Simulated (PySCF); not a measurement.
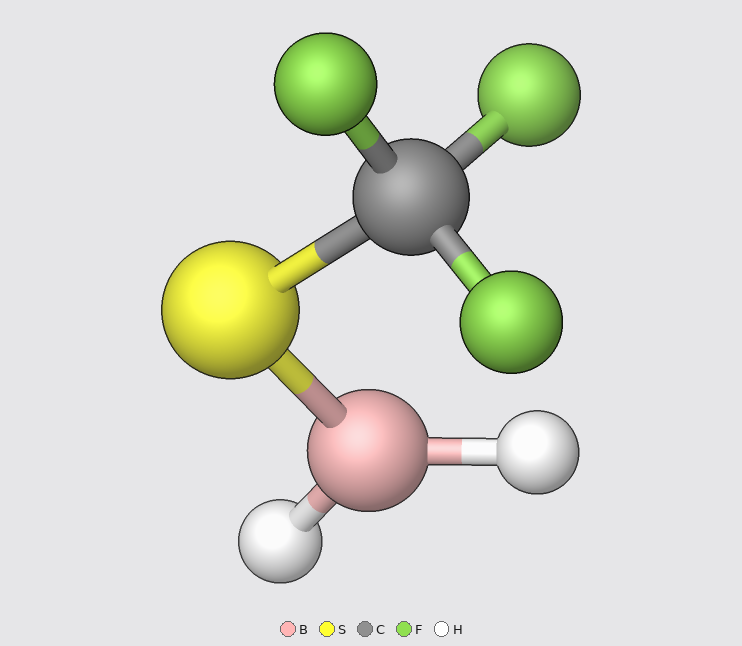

Identify the structure.

It has 8 atoms: 1 carbon, 2 hydrogen, 1 boron, 3 fluorine and 1 sulfur (CH2BF3S). Its SMILES string is `BSC(F)(F)F`. It has no ring. Among its groups: C–F bond, B–H bond. This geometry has Cs symmetry. Coordination: 1 B trigonal planar; 1 S bent; 1 C tetrahedral.

More results for the same structure follow; atom numbers are the same in all pictures, views and colours differ. The computed structure is the end point of a PBE0-D3(BJ)/def2-SVP optimisation. No frequency run is at hand to confirm it as a minimum.

**NMR shielding**

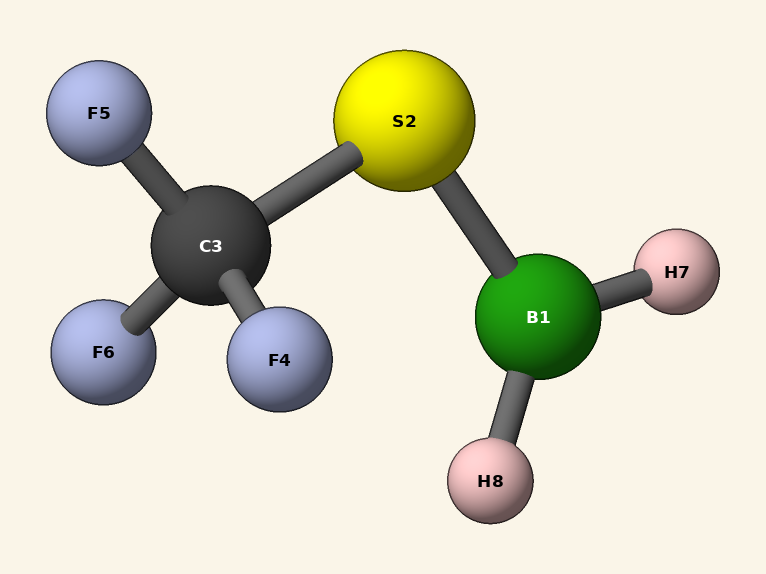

The questions are on isotropic NMR shieldings of the F atoms. No frequency run is at hand to confirm it as a minimum. Properties computed with GIAO PBE0/pcSseg-1 NMR shielding, non-relativistic, IEF-PCM cyclohexane (PySCF 2.14.0).

List the isotropic NMR shieldings of the F atoms.

| atom | σ (ppm) |
| --- | --- |
| F4 | 224.3 |
| F5 | 236.6 |
| F6 | 223.8 |

**Excitation**

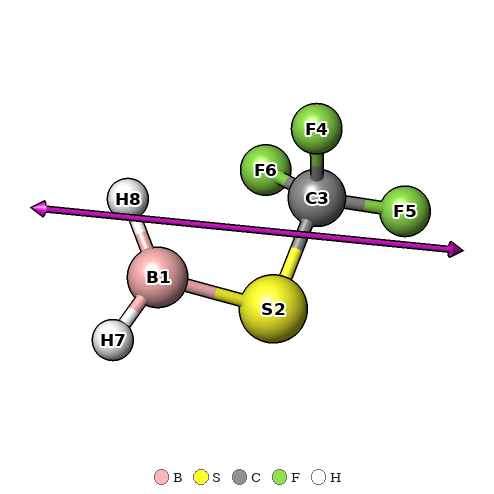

The double arrow shows the direction of the transition dipole to excited singlet state 2 (its length means nothing). No frequency run is at hand to confirm it as a minimum. Properties computed with TDDFT ωB97X-D/def2-SVPD, vertical, IEF-PCM cyclohexane (non-equilibrium linear response), core orbitals frozen in the response (PySCF 2.14.0).

**How is the transition polarised?**

Nearly parallel to the C3–F5 bond.

**Where does the transition lie, and how strong is it?**

6.36 eV (195 nm), oscillator strength 0.18, mainly HOMO → LUMO (weight 0.95); transition dipole 2.72 D.

**Polarisability**

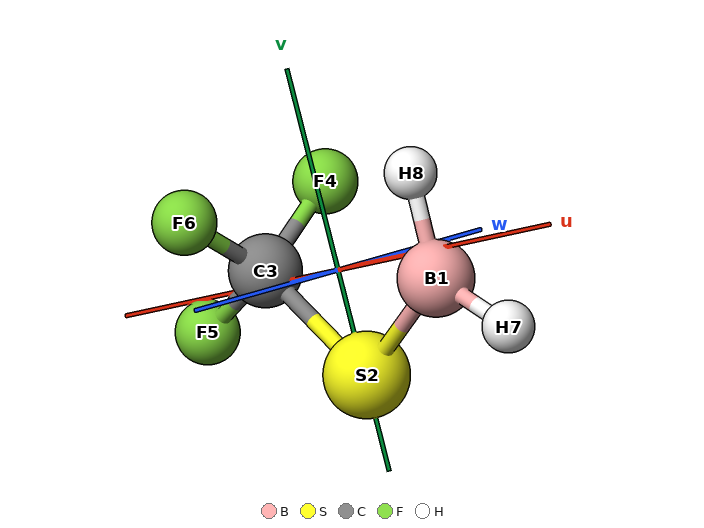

The lines u, v and w are the principal axes of the static dipole polarisability. No frequency run is at hand to confirm it as a minimum. Computed with ωB97X-D/def2-SVPD in cyclohexane (IEF-PCM) (PySCF 2.14.0).

**Along which axis is the molecule most polarisable, and along which least?**

Most along u (close to the long direction B1···F5), least along w.

**Give the three principal values.**

u 68.2, v 54.1, w 44.9 bohr³; mean 55.7, anisotropy 20.3 bohr³.
